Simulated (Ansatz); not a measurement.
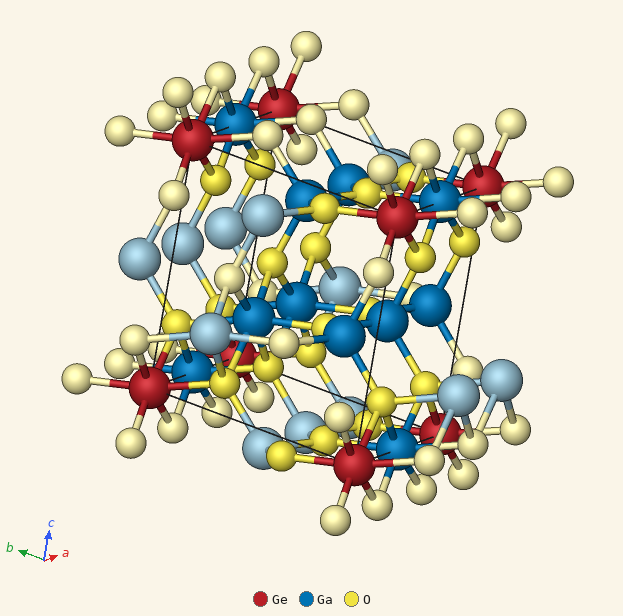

Ball-and-stick drawing of the structure, looking from a general direction. The box is the simulation cell; atoms on or close to its faces, edges and corners are drawn wherever they repeat. Bonds that leave the box are completed with the atoms at their other ends, in fainter colours.

Chemical formula Ga7GeO12. The structure is triclinic, space group P1. Atoms per cell: 20 (7 Ga, 1 Ge, 12 O). The neighbours of Ge are six O in a distorted octahedral arrangement. The bonds build a three-dimensional framework.

Provenance: a structure listed in the Materials Project, repeated into a supercell with a point defect put in. The atoms were relaxed in a fixed cell with Ansatz, DFT PBE, scalar-relativistic, plane waves, PAW.
